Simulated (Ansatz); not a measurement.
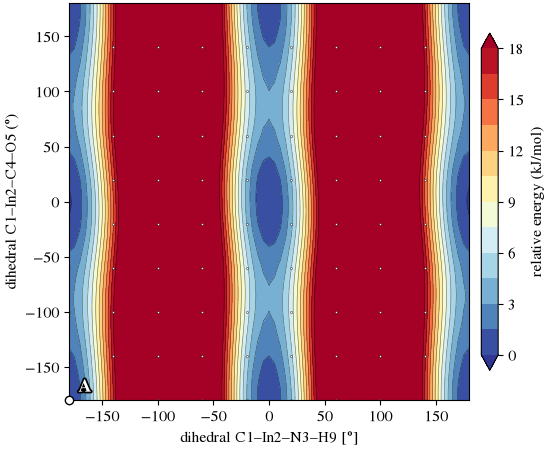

C₂H₆InNO, SMILES [CH3][In]([NH2])[CH]=O. Coordinates scanned: (1) dihedral C1–In2–N3–H9; (2) dihedral C1–In2–C4–O5. Nothing is relaxed (all other coordinates rigid). Grid: 9 × 9 points. Energies are in kJ/mol, from the lowest grid point. These are results of RKS B3LYP-D4/def2-SVP (Ansatz 0.2.0), not measurements.

Drawn: filled contours, dots at the grid points, one colour for all values above the top of the scale, the well A. Between grid points the surface is interpolated.

Where is the minimum, and how stiff is the well along each coordinate? Take the well at A.

The interpolated minimum is at dihedral C1–In2–N3–H9 ≈ −180°, dihedral C1–In2–C4–O5 ≈ −180°. The curvatures there are about 0.79 eV/rad² and 0.066 eV/rad², with a cross term of about 0.01 eV/rad². Round the minimum the two coordinates are nearly uncoupled. (1 eV is 96.5 kJ/mol.)
